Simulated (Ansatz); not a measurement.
Input file:

```
crystal:
  periodic: [false, false, false]
  atoms:
    - {symbol: Si, position_ang: [-1.311280, 0.101129, -0.102694]}
    - {symbol: C, position_ang: [0.019261, 0.290730, 1.144299]}
    - {symbol: Zn, position_ang: [1.294704, -1.065135, 0.426042]}
    - {symbol: H, position_ang: [-0.190347, -0.103739, 2.143801]}
    - {symbol: H, position_ang: [-0.675938, 1.044217, -1.131699]}
    - {symbol: H, position_ang: [0.651600, 1.183386, 1.186106]}
    - {symbol: H, position_ang: [2.377278, -2.061725, -0.028713]}
basis:
  gaussian: {orbitals: def2-TZVPP}
hamiltonian: {xc: pbe0, dispersion: d4}
output: {orbitals: {seedname: orbitals}}
```

Command:

```sh
ansatz run in.yaml --threads 2 --pin off --events-out ev --progress --plain --max-ram 4352MiB
```

Geometry: PBE0-D4/def2-TZVP.

The calculation used Ansatz 0.2.0, RKS PBE0-D4/def2-TZVPP.

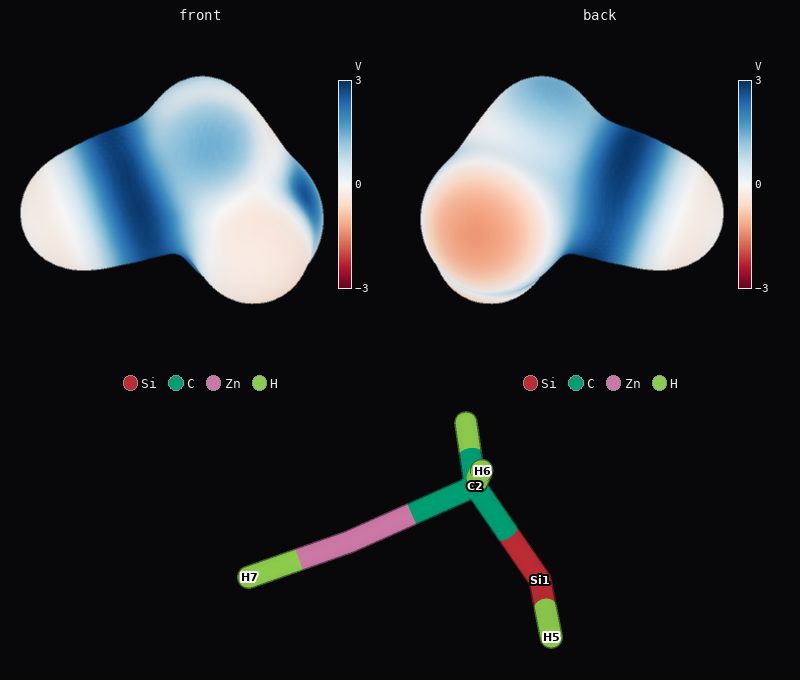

CH₄SiZn. The electrostatic potential painted on the density surface at 0.004 e/bohr³, seen from the front and from behind; the colour scale runs from red (negative) to blue (positive). The bare structure is drawn below in the same view.

> Where is the surface potential most negative and most positive?

The most negative region (about −1.3 V) lies over Si1, the most positive (about +2.9 V) over Zn3.
